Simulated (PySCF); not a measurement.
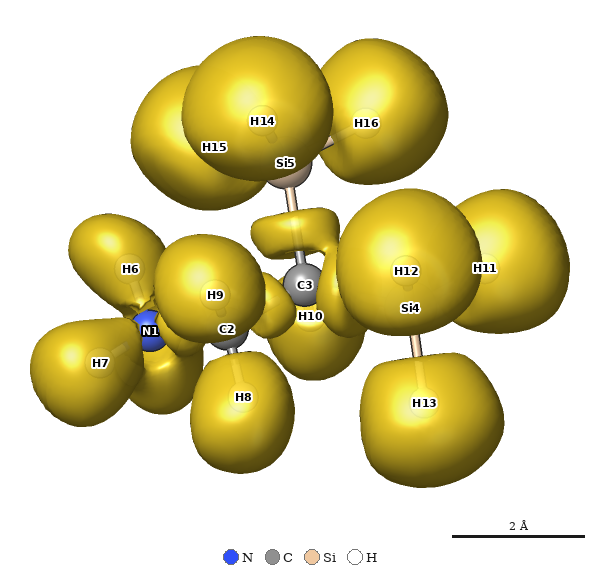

The picture shows: C₂H₁₁NSi₂ (SMILES NCC([SiH3])[SiH3]). Isosurface of the electron localisation function at 0.75 (yellow), seen at a tilt. Only the valence region is drawn (cores and ρ < 0.01 e/Å³ removed).

Geometry: GFN2-xTB.

These are results of PBE0/pcSseg-1, SCF density, gas phase, non-relativistic in PySCF 2.14.0, not measurements.

```xyz
16

N    -1.7605   -1.2140   -0.7790
C    -0.4157   -1.1676   -0.2276
C     0.2185    0.2066   -0.4432
Si    2.0939    0.1245   -0.1203
Si   -0.6401    1.5718    0.5736
H    -2.3637   -0.5647   -0.2856
H    -2.1537   -2.1432   -0.6739
H     0.1632   -1.9337   -0.7561
H    -0.3811   -1.4186    0.8481
H     0.0791    0.4530   -1.5010
H     2.6931    1.4334   -0.3812
H     2.3492   -0.2634    1.2699
H     2.7026   -0.8736   -1.0053
H    -0.6853    1.1653    1.9827
H    -2.0157    1.8109    0.1198
H     0.1086    2.8221    0.4449
```

Question: Identify the bonds, lone pairs and shells in this picture.

Answer: The ELF exceeds this value in one region between bonded C–C atoms (shared pairs), nine regions around hydrogen nuclei, one region on C in which the atom's valence shell and bonds are merged and one joined region spread over several atoms (H, N), in which their bonds and any lone pairs are merged. Profiles from the grid: C–N (1.45 Å): the ELF peaks at about 0.95 between the atoms; a shared electron pair. C–C (1.53 Å): the ELF peaks at about 0.95 between the atoms; a covalent bond.
